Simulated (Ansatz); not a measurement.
**What TaInSe3 (model cell, started as cubic perovskite with Ta in the octahedra) distorts into**

Wanted: the energy along a soft mode of TaInSe3 (model cell, started as cubic perovskite with Ta in the octahedra) and the structure at the end.

Main program and level: Ansatz 0.2.0; DFT PBEsol, scalar-relativistic, plane waves, PAW.

The structure was built from a prototype and need not be the compound's stable phase.

### Step 1. The structure

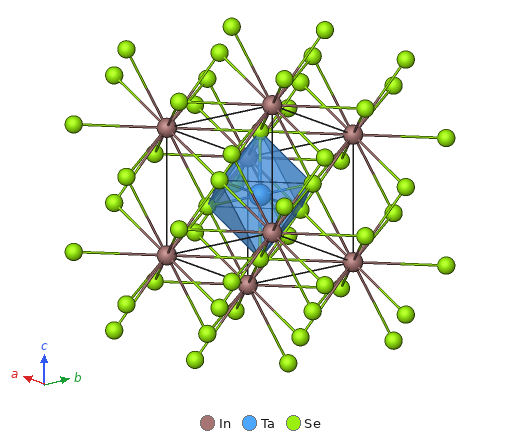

Start, viewed from a free direction; indium brown, tantalum blue, selenium green. Some periodic images of atoms are drawn too.

### Step 2. Response at finite wavevector

The cell comes from relaxations at this level that are not shown. Stability and thermal properties need the whole zone. Linear response on a 2×2×2 q mesh gives force constants as far as a supercell of that size would.

Contents of input.yaml:

```yaml
crystal:
  lattice:
    - [5.019252156, 0.0, 0.0]
    - [0.0, 5.019252156, 0.0]
    - [0.0, 0.0, 5.019252156]
  atoms:
    - { symbol: In, position: [0.0, 0.0, 0.0] }
    - { symbol: Ta, position: [0.5, 0.5, 0.5] }
    - { symbol: Se, position: [0.5, 0.5, 0.0] }
    - { symbol: Se, position: [0.5, 0.0, 0.5] }
    - { symbol: Se, position: [0.0, 0.5, 0.5] }
kpoints:
  mp_grid: { grid: [6, 6, 6] }
hamiltonian:
  xc: pbesol
scf:
  occupations: { method: methfessel_paxton, width: 0.15 }
output:
  eigenvalues: true
phonons:
  method: dfpt
  qmesh: [2, 2, 2]
  temperatures: { t_max: 1000, t_step: 50 }
  qpath:
    path:
      - [[0.0, 0.0, 0.0], [0.0, 0.5, 0.0], [0.5, 0.5, 0.0], [0.0, 0.0, 0.0], [0.5, 0.5, 0.5], [0.0, 0.5, 0.0]]
      - [[0.5, 0.5, 0.5], [0.5, 0.5, 0.0]]
    npoints: 10
```

Run with:

```
$ ansatz run input.yaml --threads 8 --pin off --max-ram 14336MiB --backend cpu --events-out ev --progress --plain --runs-dir out
```

Numbers of over 12 decimals in the logs are rounded to 6 here.

The log of the run:

```text
Engine: ansatz 0.2.0, aarch64-unknown-linux-gnu
Pseudopotentials: kind: paw
Pseudopotential: In, paw, valence charge 13, recommended cutoff 420 eV (normal), In.paw.azcp
Pseudopotential: Ta, paw, valence charge 13, recommended cutoff 420 eV (normal), Ta.paw.azcp
Pseudopotential: Se, paw, valence charge 16, recommended cutoff 420 eV (normal), Se.paw.azcp
Functional definition: PBEsol
  exchange = pbesol_x
  correlation = pbesol_c
Crystal: 5 atoms, lattice volume = 126.449 Å³
Basis set: ecut = 420 eV, 2517 PW (Γ), exchange–correlation on 72×72×72 points (8 copies of the dense FFT grid, shifted against one another)
Bands: 45, of which v1, the nominal top of the filled ones, is band 37 counted from 1 (36 counted from 0)
Symmetry: 48 space group operations
k-points: 20 of 216
Non-local potential: In, projectors of the file, l = 0: 2, l = 1: 2, l = 2: 2, l = 3: 2
Non-local potential: Ta, projectors of the file, l = 0: 3, l = 1: 2, l = 2: 2, l = 3: 1
Non-local potential: Se, projectors of the file, l = 0: 2, l = 1: 2, l = 2: 3, l = 3: 1
PAW form: soft (Blöchl's): semilocal exchange-correlation on the pseudo side does not see the compensation charge
PAW frozen core: In, regenerated for the run's functional, and the local potential with it (the file was generated under x = pbe(κ = 0.804, μ = 0.219515), c = pbe(β = 0.066725))
PAW frozen core: Ta, regenerated for the run's functional, and the local potential with it (the file was generated under x = pbe(κ = 0.804, μ = 0.219515), c = pbe(β = 0.066725))
PAW frozen core: Se, regenerated for the run's functional, and the local potential with it (the file was generated under x = pbe(κ = 0.804, μ = 0.219515), c = pbe(β = 0.066725))
PAW one-centre angular grid: In, 590 points (default); XC on 64 Gauss nodes
PAW one-centre angular grid: Ta, 590 points (default); XC on 64 Gauss nodes
PAW one-centre angular grid: Se, 590 points (default); XC on 64 Gauss nodes
Initial density: superposition of atomic densities (neutral atoms: chi_scale 0, normalization atom), corrected by the library's trained network
Initial wavefunctions: pseudopotential atomic-orbital guess
Functional: x = pbesol(κ = 0.804, μ = 0.123457), c = pbesol(β = 0.046)
SCF iter   1: F=—  HF=-31606.297952 eV  |F-HF|=—  |Δ(HF+E_count)|=         —  Δρ=3.77e-3  dr2=3.73e-2  ethr=1.77e-3  ⟨swp⟩=6.8  Hψ=3266  notcnv=0
preconditioner: auto → Resta (q_TF=auto, 2.495 Å⁻¹)  ε∞=4.5  [insulator: Δε(μ)=0.297 eV  Ē_g=10.562 eV  σ=0.150 eV  W_gap=0.93  n_scr=26 (ndim 8)  ℏωp=19.8 eV  f_vac=0.021  D(μ)=0.21/eV (n_scr^D=0)  ε∞_Penn≈4.5]
SCF iter   2: F=—  HF=-31606.290966 eV  |F-HF|=—  |Δ(HF+E_count)|=   6.99e-3  S|Δr|=    0.00e0  Δρ=1.81e-3  dr2=6.84e-3  ethr=5.05e-5  ⟨swp⟩=2.3  Hψ=1320  notcnv=0
SCF iter   3: F=—  HF=-31606.289206 eV  |F-HF|=—  |Δ(HF+E_count)|=   1.76e-3  S|Δr|=    0.00e0  Δρ=6.51e-4  dr2=1.32e-3  ethr=9.24e-6  ⟨swp⟩=2.0  Hψ=1073  notcnv=0  defer=3
SCF iter   4: F=—  HF=-31606.288929 eV  |F-HF|=—  |Δ(HF+E_count)|=   2.77e-4  S|Δr|=    0.00e0  Δρ=2.26e-4  dr2=1.07e-4  ethr=1.78e-6  ⟨swp⟩=2.0  Hψ=1063  notcnv=0  defer=3
SCF iter   5: F=—  HF=-31606.288914 eV  |F-HF|=—  |Δ(HF+E_count)|=   1.54e-5  S|Δr|=    0.00e0  Δρ=1.08e-4  dr2=1.38e-5  ethr=1.45e-7  ⟨swp⟩=2.0  Hψ=1576  notcnv=0  defer=3
SCF iter   6: F=—  HF=-31606.288919 eV  |F-HF|=—  |Δ(HF+E_count)|=   5.32e-6  S|Δr|=    0.00e0  Δρ=2.18e-5  dr2=5.23e-7  ethr=1.87e-8  ⟨swp⟩=2.9  Hψ=1648  notcnv=0  defer=3
SCF iter   7: F=—  HF=-31606.288916 eV  |F-HF|=—  |Δ(HF+E_count)|=   3.29e-6  S|Δr|=    0.00e0  Δρ=4.89e-6  dr2=2.47e-8  ethr=7.07e-10  ⟨swp⟩=2.0  Hψ=1212  notcnv=0  defer=3
SCF iter   8: F=—  HF=-31606.288916 eV  |F-HF|=—  |Δ(HF+E_count)|=   2.53e-8  S|Δr|=    0.00e0  Δρ=9.75e-7  dr2=1.35e-9  ethr=3.34e-11  ⟨swp⟩=2.0  Hψ=1224  notcnv=0  defer=3
SCF iter   9: F=—  HF=-31606.288916 eV  |F-HF|=—  |Δ(HF+E_count)|=  9.97e-10  S|Δr|=    0.00e0  Δρ=2.42e-7  dr2=9.58e-11  ethr=1.82e-12  ⟨swp⟩=2.0  Hψ=1585  notcnv=0  defer=3
SCF iter  10: F=—  HF=-31606.288916 eV  |F-HF|=—  |Δ(HF+E_count)|=  3.64e-11  S|Δr|=    0.00e0  Δρ=7.79e-8  dr2=1.07e-11  ethr=1.00e-12  ⟨swp⟩=10.3  Hψ=4478  notcnv=0
SCF iter  11: F=-31606.288916 eV  HF=-31606.288916 eV  |F-HF|=7.28e-12  |Δ(HF+E_count)|=    0.00e0  S|Δr|=    0.00e0  Δρ=1.58e-8  dr2=3.93e-13  ethr=1.00e-12  ⟨swp⟩=5.0  Hψ=3396  notcnv=0
SCF 1 converged in 11 iterations: F = -31606.288916 eV  dr2 = 3.93e-13
  greatest PAW one-centre occupation: 1.000 electrons in one spin orbital (limit 2), on the Se atom at site 3 (counted from 0), in its partial waves of l = 2
Initial density: read from a saved state, or passed on in memory by an earlier SCF of this step, an earlier step, the calling program or the single point that the run made first
iter 1 solved again at ethr=1.98e-7 eV; its pass at ethr=3.10e-3 eV (dr2=1.47e-4 eV) is discarded
SCF iter   1: F=—  HF=-31606.288915 eV  |F-HF|=—  |Δ(HF+E_count)|=         —  Δρ=4.59e-7  dr2=1.20e-10  ethr=1.98e-7  ⟨swp⟩=3.0  Hψ=5322  notcnv=0
eigensolver tolerance schedule: the retry pair's looser diagonalisation over-reported the residual by 1226704.17 of it (diagonalisation noise at an unbounded share of the residual, at the tolerance the schedule requests for it); recorded, not acted on — ethr = c·dr2/N_el stays at c = 1.0e-1
preconditioner: auto → Resta (q_TF=auto, 2.495 Å⁻¹)  ε∞=4.5  [insulator: Δε(μ)=0.296 eV  Ē_g=10.537 eV  σ=0.150 eV  W_gap=1.04  n_scr=26 (ndim 8)  ℏωp=19.8 eV  f_vac=0.020  D(μ)=-0.09/eV (n_scr^D=0)  ε∞_Penn≈4.5]
SCF iter   2: F=—  HF=-31606.288916 eV  |F-HF|=—  |Δ(HF+E_count)|=   7.84e-7  S|Δr|=    0.00e0  Δρ=2.30e-7  dr2=5.73e-11  ethr=1.00e-12  ⟨swp⟩=3.9  Hψ=2457  notcnv=0
SCF iter   3: F=—  HF=-31606.288916 eV  |F-HF|=—  |Δ(HF+E_count)|=  2.18e-11  S|Δr|=    0.00e0  Δρ=1.46e-7  dr2=1.27e-11  ethr=1.00e-12  ⟨swp⟩=1.0  Hψ=900  notcnv=0
SCF iter   4: F=-31606.288916 eV  HF=-31606.288916 eV  |F-HF|=7.28e-12  |Δ(HF+E_count)|=  7.28e-12  S|Δr|=    0.00e0  Δρ=1.01e-7  dr2=5.72e-12  ethr=1.00e-12  ⟨swp⟩=3.1  Hψ=1975  notcnv=0
SCF 2 converged in 4 iterations: F = -31606.288916 eV  dr2 = 5.72e-12
phonons: the bands overlap, so this run is a metal and interpolates without the dipole-dipole term. If the crystal is really an insulator or semiconductor, its LO-TO splitting is missing
NSCF: frozen V_eff on 20 k-points
NSCF: frozen V_eff on 64 k-points
DFPT response loops at q = (0, 0, 0) (fractional): preconditioner auto → Kerker (q_TF=auto, 2.495 Å⁻¹) (partly filled bands, converged f_vac=0.020); β = 1.00, the filter's whole step (`scf.mixing.beta` (0.50) is not read by the response loops under this deck's `scf.mixing.preconditioner`; to damp them name `kerker` or `kerker_dos`, under which they read `scf.mixing.beta`, and type it under 1.00, their step now; both keys bind the ground state too); Broyden in place of MSR1
NSCF: frozen V_eff on 128 k-points
DFPT response loops at q = (0, 0, -0.5) (fractional): mixed as the last ones told, above
NSCF: frozen V_eff on 128 k-points
DFPT response loops at q = (0, -0.5, -0.5) (fractional): mixed as the last ones told, above
NSCF: frozen V_eff on 128 k-points
DFPT response loops at q = (-0.5, -0.5, -0.5) (fractional): mixed as the last ones told, above
SCF converged after 11 iterations
Stability not checked: this state was not tested for a lower state beside it, because cold or Methfessel-Paxton smearing, or corrected tetrahedra, fill the levels in a way that the test cannot read (fill_not_monotonic; see scf.lower_state_search)
Free energy (F): -31606.288916 eV
Harris-Foulkes:  -31606.288916 eV  (|F-HF|=7.28e-12)
Internal energy: -31606.296040 eV  (E = F + TS)
E sigma→0 (E₀):  -31606.290697 eV
Entropy (-TS):   0.007124 eV (1.425 meV/atom)
Fermi energy:    9.195485 eV
Step filling:    the computed levels leave a gap of 0.2962 eV = 2.0 smearing widths at the electron count; against every level under it full and every level over it empty, smearing changes F+E_penalty+E_count by +1.807 meV and its σ→0 estimate by +0.026 meV
--- Per-component energies (eV) ---
  E_band       = -1374.841015
  E_kinetic    = 961.016578
  E_local      = -9597.017786  (includes V_loc(G=0)·N_el)
  E_nonlocal   = -1395.210894
  E_hartree    = 4503.994050
  E_xc         = -740.930590
  E_vxc        = -598.025795  (∫ρ·V_xc dr)
  E_paw        = -17953.431845  (= ΣΔE_a)
  E_vpaw       = 246.410396  (= ΣTr[D̂ρ^β])
  E_aug_tail   = -0.001649  (compensation charges beyond the density's cutoff)
  E_ewald      = -7388.188805
  E_core_change = 3.474900  (= ΣΔE_core)
  E_smearing   = 0.007124  (= −TS)
  E_closure    = -0.000000  (closes the sum)
  Σ components = -31606.288916   (vs F -31606.288916, Δ=0.00e0)
--- Band table (eV; the first three rows and the last of 20) ---
  k-point 0: bands = [... 33 lower, 7.8725, 8.3767, 8.3767, 8.3767, 8.3920, 8.3920, 8.3920, 10.7157, ... 4 higher]
  k-point 1: bands = [... 33 lower, 7.7335, 7.8138, 8.2466, 8.2466, 8.3873, 9.4599, 9.4599, 10.7262, ... 4 higher]
  k-point 2: bands = [... 33 lower, 7.4860, 8.3093, 8.3280, 8.3280, 8.4088, 10.5404, 10.5404, 10.7417, ... 4 higher]
  k-point 19: bands = [... 33 lower, 5.4114, 9.3707, 9.3707, 9.3707, 10.8226, 10.8226, 10.8226, 14.7938, ... 4 higher]
--- Phonons (Γ-DFPT): 4 representative perturbations + reference (Σ response iterations 12) ---
  ASR residual: 1.017e-4 → 0.000e0 eV/Å²; symmetrization residual: 4.311e-5 eV/Å²
  ASR residual per site (eV/Å²): 2.45e-5 1.02e-4 2.84e-5 2.84e-5 2.84e-5
  Γ frequencies (cm⁻¹): -31.20 -31.20 -31.20 0.00 0.00 0.00 51.57 51.57 51.57 59.30 59.30 59.30 225.01 225.01 225.01
--- Phonons (arbitrary-q DFPT): 4 irreducible q on the 2×2×2 mesh ---
  q = [0.0000, 0.0000, 0.0000] (star 1, of the zone-centre solve; hermiticity 7.22e-6, symmetrization 9.32e-12): -31.20 -31.20 -31.20 -0.00 -0.00 0.00 51.57 51.57 51.57 59.30 59.30 59.30 225.01 225.01 225.01
  q = [0.0000, 0.0000, -0.5000] (star 3, 9 solved perturbations in 504 linear systems a pass and spin channel, the states on 64 of 216 k-point pairs; hermiticity 1.26e-6, symmetrization 2.68e-12): -19.84 -19.84 18.37 18.37 40.68 49.09 49.09 74.61 79.43 79.43 83.27 145.46 223.57 223.57 267.16
  q = [0.0000, -0.5000, -0.5000] (star 3, 9 solved perturbations in 504 linear systems a pass and spin channel, the states on 64 of 216 k-point pairs; hermiticity 7.27e-6, symmetrization 3.57e-13): -71.42 -26.86 -26.86 -8.76 -5.91 75.00 75.00 75.59 75.59 121.57 147.30 147.30 160.75 220.59 283.25
  q = [-0.5000, -0.5000, -0.5000] (star 1, 4 solved perturbations in 184 linear systems a pass and spin channel, the states on 64 of 216 k-point pairs; hermiticity 6.93e-8, symmetrization 7.64e-12): -70.01 -70.01 -70.01 -19.91 -19.91 -19.91 106.80 106.80 116.57 116.57 116.57 146.69 146.69 146.69 299.46
  sum rule: each row above includes the acoustic sum rule's correction from the zone centre's row sums; it moved no ω² by more than (0.39 cm⁻¹)²
  mesh force constants: q→R imaginary residual 4.34e-18; ASR residual 1.017e-4 → 0.000e0 eV/Å²; symmetrization residual 1.421e-14 eV/Å²
  interpolated dispersion: 62 rows × 15 modes
  density of states and harmonic sums: on the 12×12×12 q-mesh, interpolated from the force constants of a 2×2×2 supercell (no non-analytic term)
  largest difference from the sums on the solved wave vectors: F 9.50e-2 eV, S 1.23e-4 and C_V 2.81e-5 eV/K
  zero-point energy: 0.082107 eV/cell   skipped modes (ω ≤ 0): 326, of them read as no rigid motion or as one in doubt: 323 (3.802e0 modes/cell left out, lowest -71.42 cm⁻¹)   left out of the sums: 2.54e-1 of the cell's modes: C_V's classical limit lies that fraction below 3 k_B per atom; for a crystal, a wire or a layer, F and S can be off by more, and a phonons.interpolated_qmesh denser along its periods is the remedy for the sampling
```

Elapsed: 6.8 min, on 8 threads of Arm Neoverse N1, shared host; peak memory 1.5 GiB; 30 min of CPU time.

This step gave:

```
volume per atom                                         : 25.29 Å³
gap on the k-mesh                                       : 0 eV
sum-rule residual before enforcement                    : 1.02e-4 eV/Å²
lowest frequency on the path                            : -71.42 cm⁻¹
point group                                             : m-3m
highest frequency on the path or at a solved wavevector : 299.5 cm⁻¹
highest optical mode at the zone centre (no LO-TO term) : 225.0 cm⁻¹
lowest optical zone-centre mode                         : -31.2 cm⁻¹
lowest mode on the q mesh (acoustic modes at Γ apart)   : -71.42 cm⁻¹
```

Frequencies (cm⁻¹) solved at each irreducible wavevector; negative means imaginary. Frequencies by wavevector, by row:

```
q in reciprocal lattice units  star  mode 1  mode 2  mode 3  mode 4  mode 13  mode 14  mode 15
                        0 0 0     1   -31.2   -31.2   -31.2       0      225      225      225
                     0 0 -0.5     3   -19.8   -19.8    18.4    18.4    223.6    223.6    267.2
                  0 -0.5 -0.5     3   -71.4   -26.9   -26.9    -8.8    160.8    220.6    283.2
               -0.5 -0.5 -0.5     1     -70     -70     -70   -19.9    146.7    146.7    299.5
```

Interpolated from a 2×2×2 q mesh. The phonon branches at the labelled points (cm⁻¹):

```
    point  branch 1  branch 2  branch 3  branch 4  branch 12  branch 13  branch 14  branch 15
        Γ       -31       -31       -31         0         59        225        225        225
        X       -20       -20        18        18        146        224        224        267
        M       -71       -27       -27        -9        147        161        221        283
        Γ       -31       -31       -31         0         59        225        225        225
        R       -70       -70       -70       -20        147        147        147        300
        X       -20       -20        18        18        146        224        224        267
jump to R       -70       -70       -70       -20        147        147        147        300
        M       -71       -27       -27        -9        147        161        221        283
```

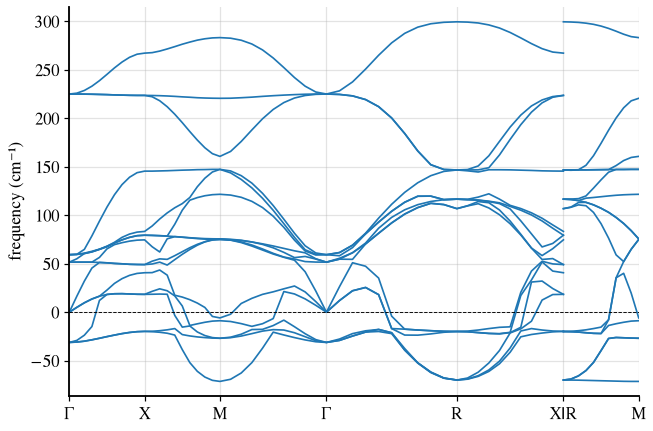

Phonon branches along the path.

Symmetry leaves 4 wavevectors to solve. The lowest mode among them, the acoustic zeros apart, lies at q = (0, -0.5, -0.5) and is imaginary, 71.4i cm⁻¹, so the energy falls along it.

### Step 3. The mode frozen in, largest atomic shift 0 Å

The mode followed lies at q = (-0.5, -0.5, -0.5) with frequency 70.0i cm⁻¹ and is 3-fold degenerate, one of the unstable modes though not the softest. At small amplitude the distorted cell has space group no. 74 by a symmetry search on the positions. The undistorted cell that holds it gives the zero of energy on the same k mesh.

System of this step: TaInSe3 (model cell, started as cubic perovskite with Ta in the octahedra). The structure is cubic, space group Pm-3m (No. 221). The conventional cell has a = 5.019 Å, b = 5.019 Å, c = 5.019 Å, α = 90.00°, β = 90.00°, γ = 90.00°. Nearest to In lie 12 Se at 3.55 Å. Ta has 6 Se at 2.51 Å nearest. Se has 2 Ta at 2.51 Å nearest. Farther neighbours and most contacts between anions are not listed.

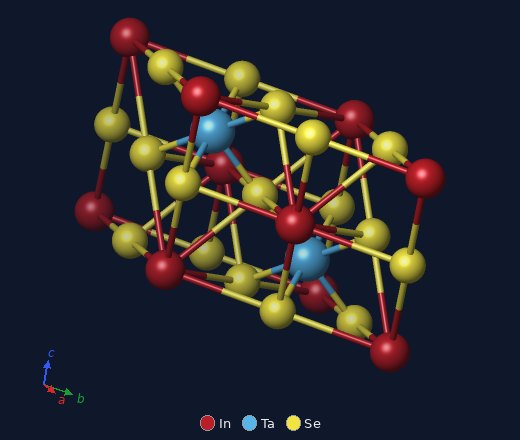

The cell of this step (indium red, tantalum blue, selenium yellow). Some periodic images of atoms are drawn too.

Contents of input.yaml:

```yaml
crystal:
  lattice:
    - [5.019252156, 5.019252156, 0.0]
    - [5.019252156, 0.0, 5.019252156]
    - [5.019252156, 0.0, -5.019252156]
  atoms:
    - { symbol: In, position: [0.0, 0.0, 0.0] }
    - { symbol: In, position: [0.0, 0.5, 0.5] }
    - { symbol: Ta, position: [0.5, 0.25, 0.75] }
    - { symbol: Ta, position: [0.5, 0.75, 0.25] }
    - { symbol: Se, position: [0.5, 0.0, 1.0] }
    - { symbol: Se, position: [0.5, 0.5, 0.5] }
    - { symbol: Se, position: [0.0, 0.5, 0.0] }
    - { symbol: Se, position: [0.0, 0.0, 0.5] }
    - { symbol: Se, position: [0.5, 0.5, 0.0] }
    - { symbol: Se, position: [0.5, 0.0, 0.5] }
kpoints:
  mp_grid: { grid: [6, 6, 6] }
hamiltonian:
  xc: pbesol
scf:
  occupations: { method: methfessel_paxton, width: 0.15 }
output:
  forces: true
  stress: true
  eigenvalues: true
```

The log of the run:

```text
[...]
Crystal: 10 atoms, lattice volume = 252.899 Å³
Basis set: ecut = 420 eV, 4957 PW (Γ), exchange–correlation on 96×96×96 points (8 copies of the dense FFT grid, shifted against one another)
Bands: 89, of which v1, the nominal top of the filled ones, is band 74 counted from 1 (73 counted from 0)
Symmetry: 96 space group operations
[...]
k-points: 16 of 216
[...]
k-point 0: bands = [... 70 lower, 8.3869, 8.4325, 8.4325, 8.4325, 9.3489, 9.3489, 9.3489, 10.7781, ... 11 higher]
  k-point 1: bands = [... 70 lower, 8.1098, 9.0569, 9.0569, 9.0779, 9.1146, 9.1146, 9.2163, 10.6512, ... 11 higher]
  k-point 2: bands = [... 70 lower, 8.1576, 8.5871, 8.5871, 8.8875, 9.7276, 9.7276, 9.8526, 10.2592, ... 11 higher]
  k-point 15: bands = [... 70 lower, 7.6746, 7.8136, 8.5777, 8.9422, 9.5897, 10.7006, 10.9943, 11.0572, ... 11 higher]
[key lines of the parts left out:]
SCF converged after 6 iterations
Free energy (F): -63212.522144 eV
Fermi energy:    9.120846 eV
P = ⅓ Tr σ = -0.0376 GPa (-0.376 kbar)
```

It took 7 s on 8 threads; peak memory 1.4 GiB.

This step gave:

```
pressure                         : -0.03760 GPa
energy from the undistorted cell : 0 meV/atom
```

The run ends at a pressure of -0.04 GPa.

### Step 4. The mode frozen in, largest atomic shift 0.6 Å

The atoms are moved along the unstable eigenvector, the largest shift by 0.6 Å, with the cell fixed.

Contents of input.yaml:

```yaml
crystal:
  lattice:
    - [5.019252156, 5.019252156, 0.0]
    - [5.019252156, 0.0, 5.019252156]
    - [5.019252156, 0.0, -5.019252156]
  atoms:
    - { symbol: In, position: [0.0, 0.0, 0.0] }
    - { symbol: In, position: [0.0, 0.5, 0.5] }
    - { symbol: Ta, position: [0.5, 0.25, 0.75] }
    - { symbol: Ta, position: [0.5, 0.75, 0.25] }
    - { symbol: Se, position: [0.415472653, 0.084527347, 1.084527347] }
    - { symbol: Se, position: [0.584527347, 0.415472653, 0.415472653] }
    - { symbol: Se, position: [0.0, 0.5422636735, -0.0422636735] }
    - { symbol: Se, position: [0.0, -0.0422636735, 0.5422636735] }
    - { symbol: Se, position: [0.5, 0.5422636735, -0.0422636735] }
    - { symbol: Se, position: [0.5, -0.0422636735, 0.5422636735] }
kpoints:
  mp_grid: { grid: [6, 6, 6] }
hamiltonian:
  xc: pbesol
scf:
  occupations: { method: methfessel_paxton, width: 0.15 }
output:
  forces: true
  stress: true
  eigenvalues: true
```

The log of the run:

```text
[...]
Crystal: 10 atoms, lattice volume = 252.899 Å³
Basis set: ecut = 420 eV, 4957 PW (Γ), exchange–correlation on 96×96×96 points (8 copies of the dense FFT grid, shifted against one another)
Bands: 89, of which v1, the nominal top of the filled ones, is band 74 counted from 1 (73 counted from 0)
Symmetry: 8 space group operations
[...]
k-points: 46 of 216
[...]
k-point 0: bands = [... 70 lower, 8.4414, 8.4595, 8.5169, 8.6519, 8.6700, 9.1136, 9.4271, 10.1391, ... 11 higher]
  k-point 1: bands = [... 70 lower, 8.1747, 8.5548, 8.8543, 8.9613, 9.2370, 9.4013, 9.4299, 10.3364, ... 11 higher]
  k-point 2: bands = [... 70 lower, 8.1249, 8.4463, 8.6763, 8.7333, 9.6848, 9.7962, 10.0172, 10.3579, ... 11 higher]
  k-point 45: bands = [... 70 lower, 7.6199, 7.7563, 8.3558, 8.9232, 9.4771, 10.2872, 10.4377, 10.5372, ... 11 higher]
[key lines of the parts left out:]
SCF converged after 8 iterations
Free energy (F): -63213.233925 eV
Fermi energy:    9.159277 eV
P = ⅓ Tr σ = -2.9769 GPa (-29.769 kbar)
```

Wall time 17 s (8 threads); peak memory 1.7 GiB; 2.2 min of CPU time.

This step gave:

| Quantity | Value |
| --- | --- |
| pressure | -2.977 GPa |
| energy from the undistorted cell | -71.73 meV/atom |

The energy, extrapolated to zero smearing, is -71.73 meV/atom against the undistorted cell.

The run ends at a pressure of -2.98 GPa, with forces up to 0.34 eV/Å.

(Part 1 of 2 ends here.)

[Logs are printed without paths, hosts, clocks, repeated set-up lines and the standing remarks that a program may print on its own settings, such as how far it seeks lower states.]

[Hosts, paths, dates, database ids (printed as entryN), source tags and the programs' standing remarks are cut or masked in the printed files.]
